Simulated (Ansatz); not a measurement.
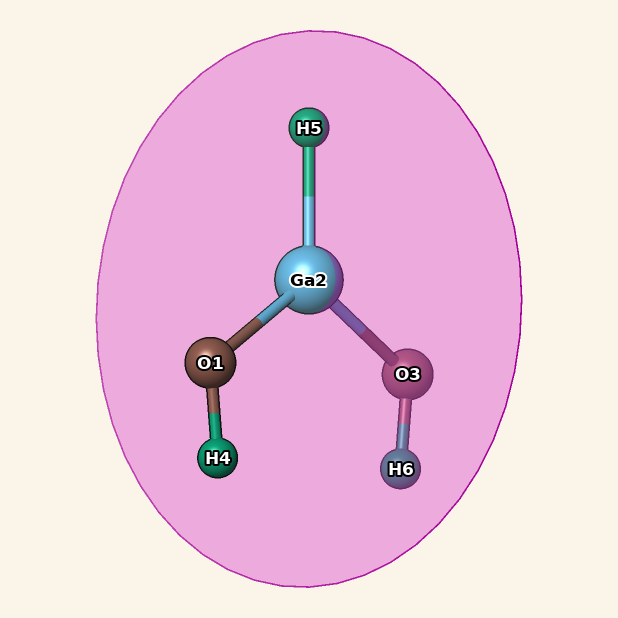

A disc through the centre of mass is drawn in. Atoms fade into the background with distance from the viewer. The computed structure is the end point of a PBE-D4/def2-SVP optimisation. No frequency run is at hand to confirm it as a minimum.

**Is the plane of the disc a mirror plane of the structure?**

Yes. The reflection leaves Ga2, H5 in place and moves O1 ↔ O3; H4 ↔ H6. The point group is C2v.
